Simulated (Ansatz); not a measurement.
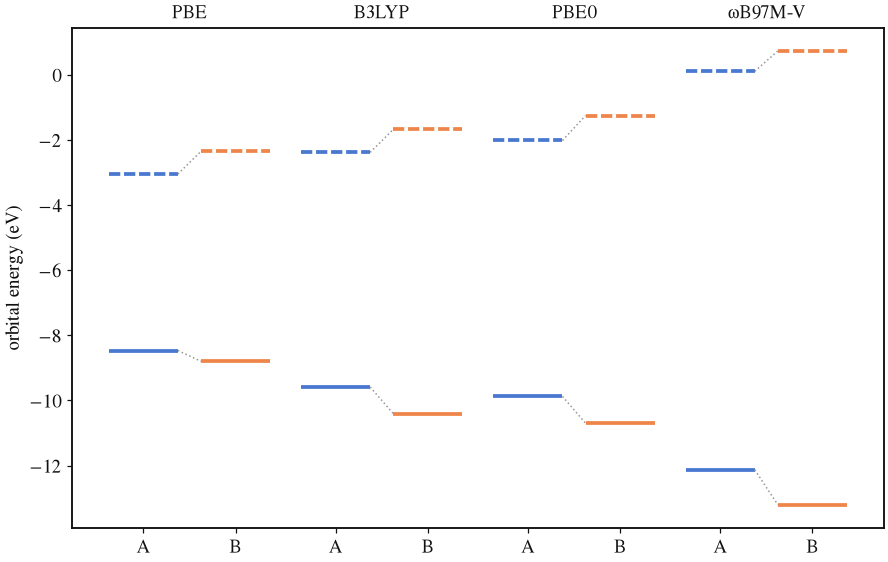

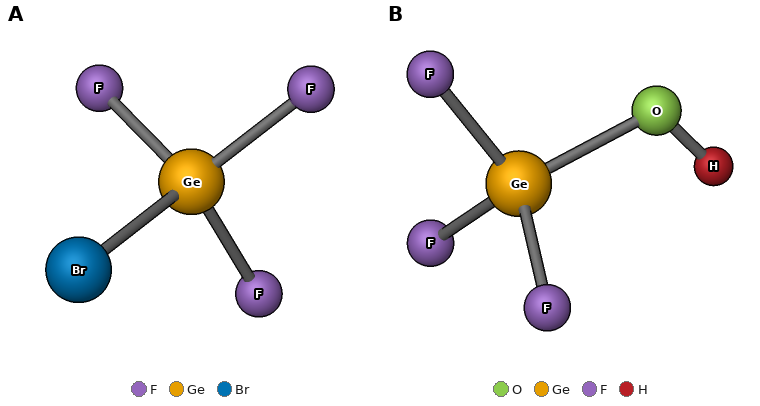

One change: A, GeBrF₃ (SMILES [F][Ge]([F])([F])[Br]), becomes B, GeHOF₃ (SMILES [OH][Ge]([F])([F])[F]). Br on Ge is replaced by OH. HOMO (solid) and LUMO (dashed) computed in def2-TZVPP at PBE0-D4/def2-TZVP geometries, both minima by their frequencies, gas phase, the Ansatz code. Empty levels above zero depend strongly on the basis.

**What does the change do to HOMO and LUMO?**

PBE: the HOMO falls by 0.33 eV, the LUMO rises by 0.70 eV, and the separation goes from 5.42 to 6.45 eV. B3LYP: the HOMO falls by 0.81 eV, the LUMO rises by 0.71 eV, and the separation goes from 7.21 to 8.72 eV. PBE0: the HOMO falls by 0.82 eV, the LUMO rises by 0.77 eV, and the separation goes from 7.86 to 9.45 eV. ωB97M-V: the HOMO falls by 1.07 eV, the LUMO rises by 0.63 eV, and the separation goes from 12.24 to 13.94 eV.

**Do the functionals agree on the effect?**

They agree on the direction for both levels; the HOMO shift lies between −1.07 and −0.33 eV and the LUMO shift between 0.63 and 0.77 eV, while the separations themselves differ by up to 7.5 eV between functionals.
